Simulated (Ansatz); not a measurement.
## LiCl (rock salt): frozen-phonon scan

LiCl (rock salt)

```xyz
2
Lattice="0.0000 2.5752 2.5752 2.5752 0.0000 2.5752 2.5752 2.5752 0.0000" Properties=species:S:1:pos:R:3 pbc="T T T"
Cl     0.0000     0.0000     0.0000
Li     2.5752     2.5752     2.5752
```

A phonon eigenvector at Γ is frozen into this cell: atom i moves by Q times the vector below, so Q is the largest atomic displacement, in Å. The cell is held. It is one choice among 3 degenerate patterns.

```tsv
atom	x	y	z
Cl1	0.000	0.000	-0.196
Li2	0.000	0.000	1.000
```

These are PBE (plane waves to 420 eV, PAW, scalar-relativistic; Ansatz, a first-principles code) values and carry that method's errors. k mesh 11×11×11 (Γ-centred), Fermi-Dirac smearing 0.05 eV. Energies are smeared free energies. LiCl was relaxed with its symmetry unable to fall. ΔE is measured from the undisplaced structure.

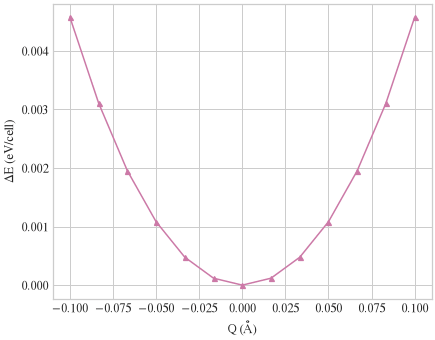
Figure. ΔE (eV/cell) against Q (Å); computed points joined by lines.

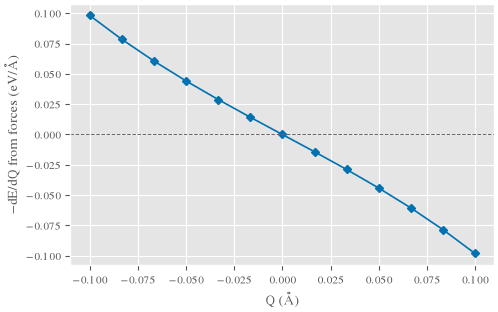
Figure. −dE/dQ from forces (eV/Å) against Q (Å); markers are the computed points, lines only join them.

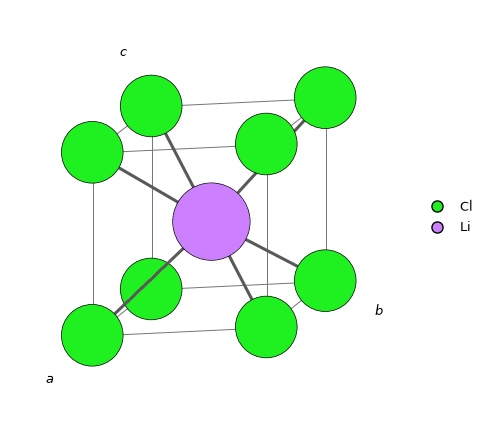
The cell of the calculation at Q = 0.100 Å.

The energy at Q = 0.100 Å is 4.6 meV/cell. Symmetry of the curve: even: the same for both signs. Wavenumber by perturbation theory (DFPT, on another k mesh): 167 cm⁻¹. Shape of the curve: a single well with its minimum at or next to zero displacement. Harmonic wavenumber from the curvature (finite differences): 167 cm⁻¹.

E″ = 0.85 eV/Å², M = Σ mᵢ|uᵢ|² = 8.3 u, ν̃ = 521.5·√(|E″|/M).

(For displaced atoms, the force is minus the slope of the energy, and its curvature is a force constant, which sets phonon frequencies.)
